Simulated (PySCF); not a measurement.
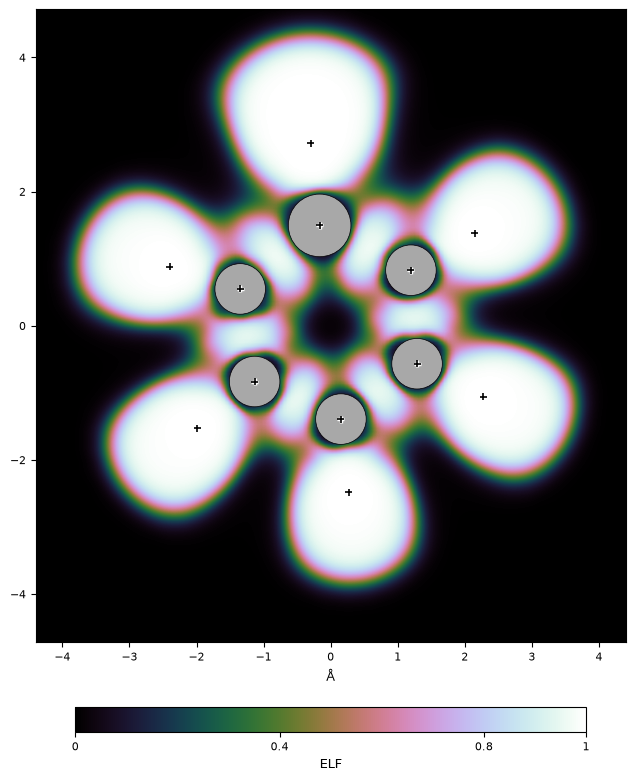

The ELF on a plane through atoms (crosses mark nuclei in the plane; grey discs cover the cores).

All numbers below come from CAM-B3LYP/def2-SVPD, SCF density, gas phase in PySCF 2.14.0.

Candidates:
A. C₅H₉ClO₂ (SMILES C=C(Cl)COCCO)
B. C₅H₆B (SMILES [bH-]1ccccc1) (charge −1)
C. C₂H₅OPSi (SMILES O=C=PC[SiH3])

Which system is this?

Answer. Candidate B: C₅H₆B on the molecular plane, which holds B, C and H. C–C (1.40 Å): the ELF peaks at about 0.95 between the atoms; localised, covalent bonding. C–B (1.52 Å): the ELF peaks at about 0.95 between the atoms, as expected for localised, covalent bonding.
